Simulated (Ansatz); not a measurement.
The parent structure is BAs in the zinc blende structure (space group F-43m, No. 216; a = 4.768 Å). Axes: x, y, z lie along the cube axes.

Now apply this change: compressive biaxial strain of 4.42 % in the plane normal to [111], as in epitaxy on a mismatched substrate; the out-of-plane cell vector and the atoms relax.

All numbers come from PBEsol in Ansatz (plane waves to 420 eV, PAW, scalar-relativistic without spin-orbit coupling).

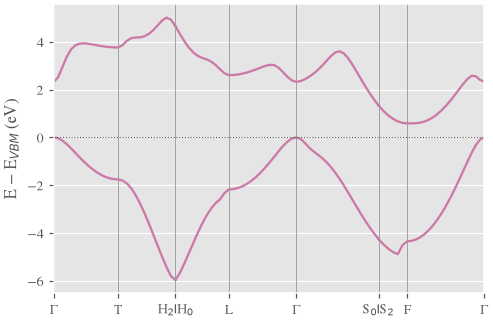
*Highest valence and lowest conduction band along the path of the changed cell's own zone*

The gap is 0.58 eV, indirect, Γ → F; the base has 1.08 eV.

Semilocal Kohn–Sham gaps tend to fall short of experiment. Whether these cells are dynamically stable was not tested. Labels are those of the standard path for the cell's own space group.

Ansatz is a program for electronic structure.
